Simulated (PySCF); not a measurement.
```xyz
2

Cu    0.0000    0.0000   -0.3496
O     0.0000    0.0000    1.3754
```

All numbers below come from PBE0/cc-pVDZ(-PP), non-relativistic Hamiltonian with scalar-relativistic core potentials where named, at a bond length of 1.725 Å in PySCF.

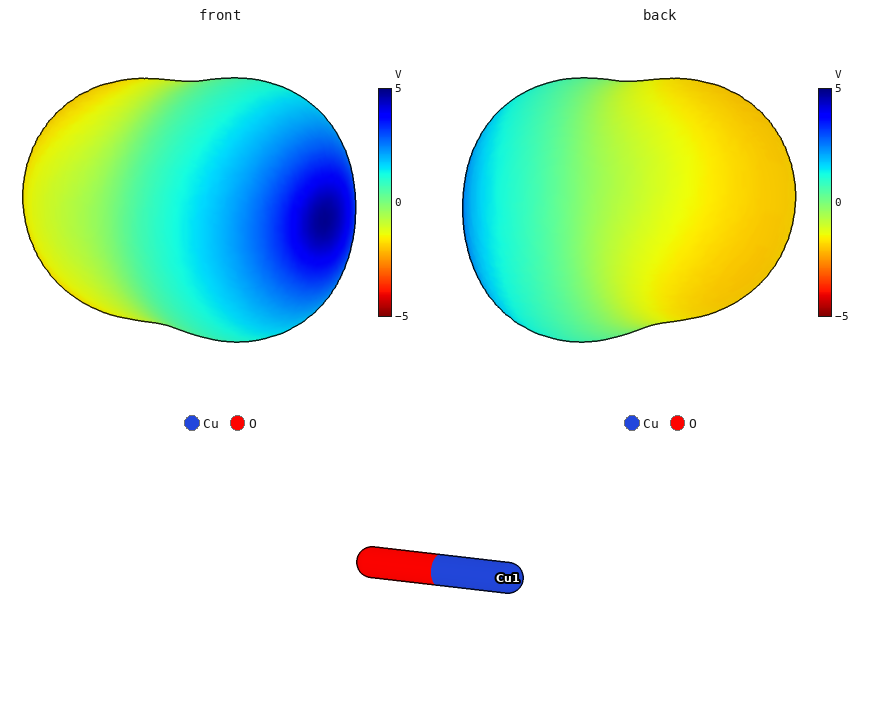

CuO (doublet). The molecular electrostatic potential painted on the density surface at 0.002 e/bohr³, seen from the front and from behind; the colour scale runs from red (negative) to blue (positive). The bare structure is drawn below in the same view.

Describe the electrostatic potential map.

The most negative region (about −2.0 V) lies over O2, the most positive (about +4.6 V) over Cu1. O2 is the likeliest acceptor of a hydrogen bond.
